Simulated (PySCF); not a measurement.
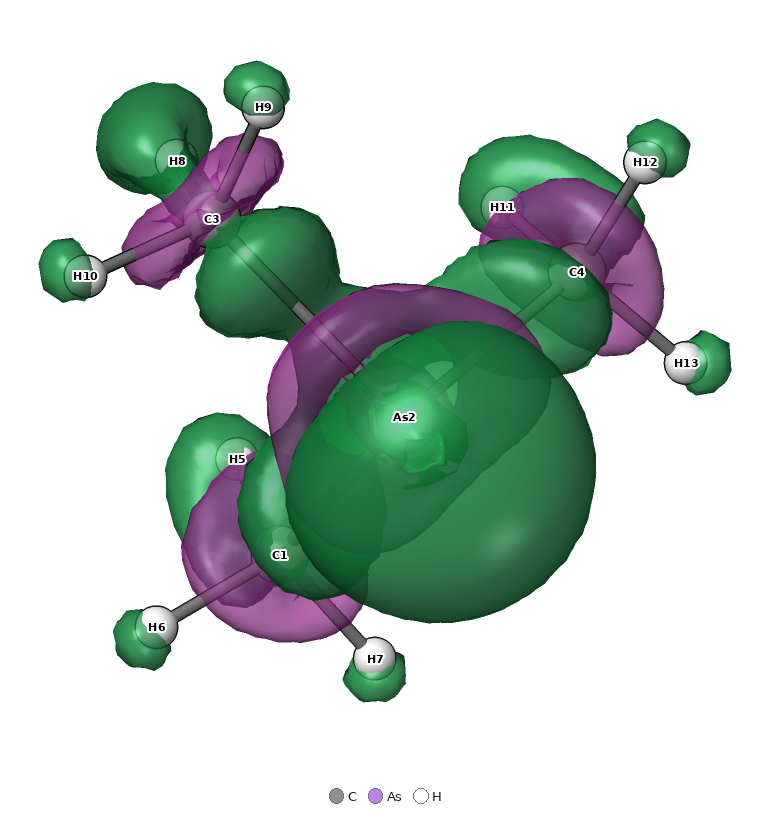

Figure. C$_{3}$H$_{9}$As, SMILES `C[As](C)C`. Fukui function f⁻ = ρ(N) − ρ(N−1) at fixed geometry, surfaces at ±0.03 e/Å³ (green positive, purple negative).

Level of theory: ωB97X/def2-TZVP (PySCF), at a geometry from GFN2-xTB. No frequency check shows the geometry to be a minimum. GFN2-xTB bond lengths at metals and heavier atoms can be off by up to 0.1 Å and shapes distorted, which carries into these values.

Geometry (Å), atoms numbered from 1:

```
C1       0.6053   -1.5894    0.5226
As2     -0.0005    0.0005   -0.4801
C3       1.0752    1.3171    0.5242
C4      -1.6786    0.2706    0.5248
H5       0.5420   -1.4165    1.5959
H6       1.6369   -1.8260    0.2683
H7      -0.0105   -2.4521    0.2705
H8       0.9604    1.1718    1.5973
H9       0.7630    2.3304    0.2701
H10      2.1289    1.2168    0.2700
H11     -1.4958    0.2391    1.5978
H12     -2.1184    1.2347    0.2725
H13     -2.3996   -0.5047    0.2716
```

**On which atoms does the density change most on removal of an electron?**

f⁻ (Hirshfeld-condensed) is largest on As2 (0.40); the vertical ionisation energy is 8.66 eV (the stability of the cation's solution wasn't checked). Condensed values hint at sites of electrophilic attack but needn't mark the atom that reacts. Orbital relaxation makes it negative in places (0.22 e in all).
